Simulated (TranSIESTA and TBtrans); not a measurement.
System: Pb chain with one bond stretched by 0.3 Å. Leads: straight Pb chain, spacing 2.85 Å. Geometry: as built, not relaxed.

Computed with TranSIESTA and TBtrans, PBE, DZP numerical orbitals (energy shift 0.15 eV), PseudoDojo norm-conserving scalar-relativistic potentials, mesh cutoff 200 Ry, 300 K, no spin polarisation, no spin-orbit coupling; self-consistent non-equilibrium Green functions.

Energies count from the leads' Fermi level. Transmissions are for one spin of a degenerate pair. The energy step is 0.01 eV; narrower resonances are cut or missed.

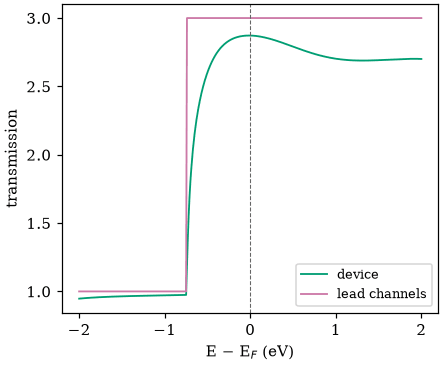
Fig. 1. Transmission against energy

```tsv
E (eV)	T	lead channels
-2.00	0.95	1
-1.80	0.96	1
-1.60	0.96	1
-1.40	0.97	1
-1.20	0.97	1
-1.00	0.97	1
-0.80	0.97	1
-0.60	2.36	3
-0.40	2.74	3
-0.20	2.85	3
0.00	2.87	3
0.20	2.85	3
0.40	2.81	3
0.60	2.77	3
0.80	2.73	3
1.00	2.70	3
1.20	2.69	3
1.40	2.69	3
1.60	2.69	3
1.80	2.70	3
2.00	2.70	3
```

The straight chain is held at its spacing; free chains may zigzag or dimerise. No spin-polarised start was tried, so a magnetic state, if there is one, is missed. Spin-orbit coupling, left out here, matters for the heavy atoms.
